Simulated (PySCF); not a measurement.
# C2H11B2N: what the fields show

```xyz
16

B     1.6817   -0.2443   -0.1603
N     0.7763   -0.1271    1.1011
B    -0.2275    0.0372   -0.0794
C    -0.7872    1.5208   -0.2533
C    -1.1876   -1.2186   -0.2915
H     2.1050   -1.3611   -0.3547
H     2.4112    0.7068   -0.3253
H     0.7390   -0.0905   -1.0730
H     0.6786   -0.9672    1.6620
H     0.9271    0.6892    1.6848
H    -1.2348    1.6695   -1.2485
H    -1.5863    1.7123    0.4836
H    -0.0168    2.2980   -0.1210
H    -2.0100   -1.1927    0.4445
H    -1.6564   -1.2067   -1.2879
H    -0.6728   -2.1872   -0.1831
```

Geometry: PBE0-D3(BJ)/def2-SVP.

The calculation used PBE0/def2-SVPD, SCF density, gas phase (PySCF).

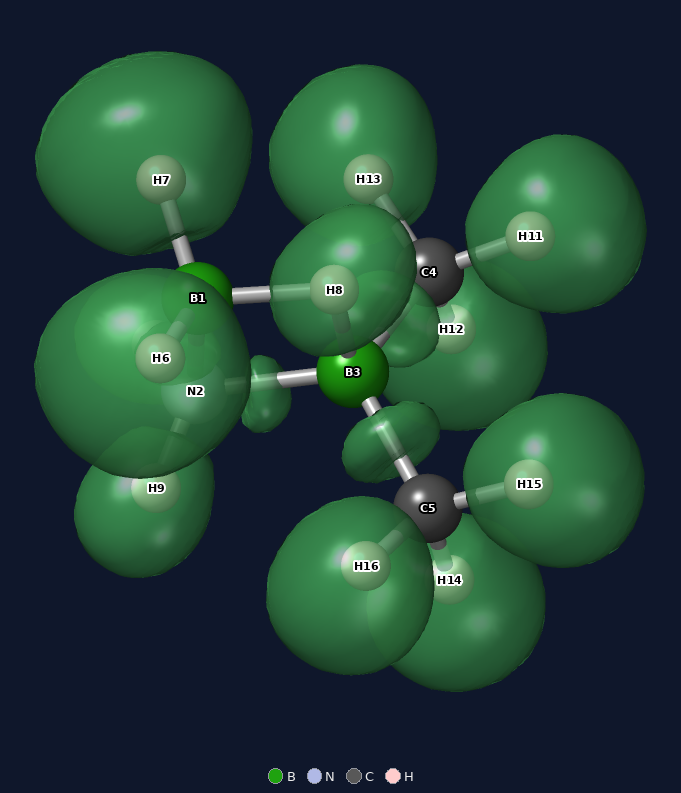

Figure 1. Isosurface of the electron localisation function at 0.85 (green), seen at a tilt. Only the valence region is drawn (cores and ρ < 0.01 e/Å³ removed).

### Describe the localisation domains.

At this value the surface marks out two regions between bonded B–C atoms (shared pairs), two regions between bonded B–N atoms (shared pairs) and eleven regions around hydrogen nuclei.


B–N (1.56 Å): the ELF peaks at about 0.90 between the atoms, as expected for a polar covalent bond. C–B (1.59 Å): the ELF peaks at about 1 between the atoms: a shared electron pair.

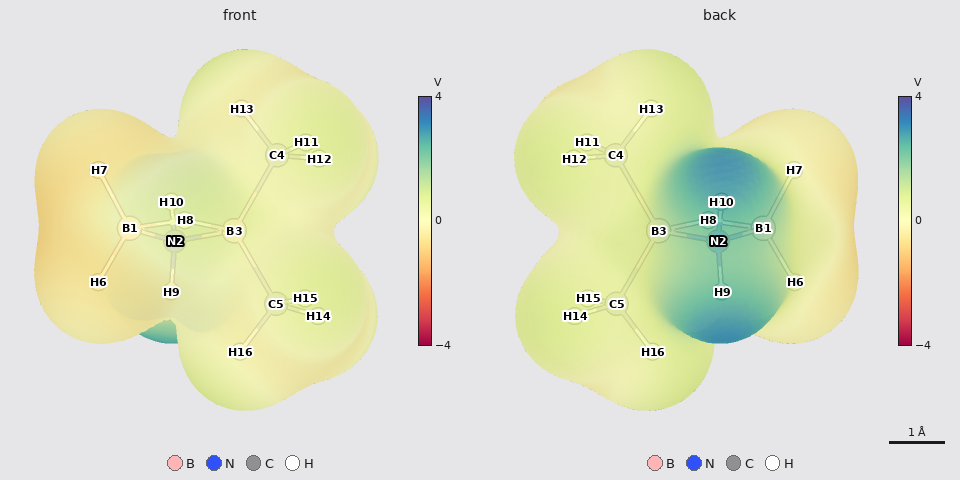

Figure 2. The electrostatic potential painted on the density surface at 0.004 e/bohr³, seen from the front and from behind; red is negative and blue positive.

### Where is the surface potential most negative and most positive?

The most negative region (about −0.8 V, or −18 kcal/mol for a unit charge) lies over H7, the most positive (about +3.0 V, or +69 kcal/mol for a unit charge) over H9 and H10.

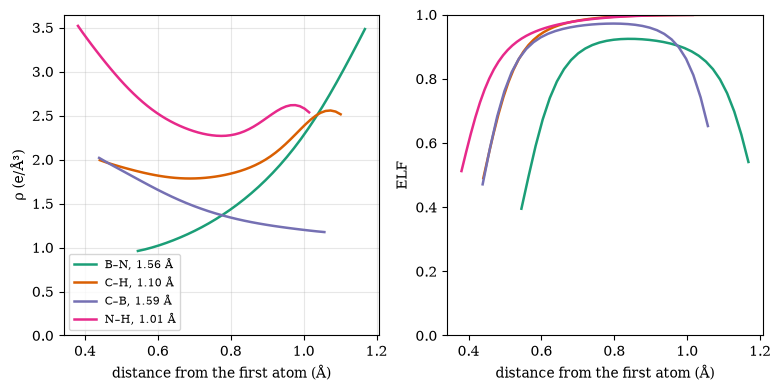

Figure 3. Total electron density and electron localisation function along straight lines between neighbouring atoms. The curves leave out the atomic cores.

### What can be read from the curves?

B–N (1.56 Å): ρ is about 1.4 e/Å³ halfway; the ELF peaks at about 0.90 between the atoms; a shared but strongly polarised pair.
C–H (1.10 Å): ρ at the midpoint is about 1.9 e/Å³; the ELF climbs to about 1 towards the hydrogen, as it does in any bond to H (a covalent bond by its length).
C–B (1.59 Å): the density is about 1.3 e/Å³ at the midpoint; the ELF peaks at about 1 between the atoms, as expected for a shared electron pair.
N–H (1.01 Å): ρ is about 2.9 e/Å³ halfway; the ELF climbs to about 1 towards the hydrogen (a covalent bond by its length).
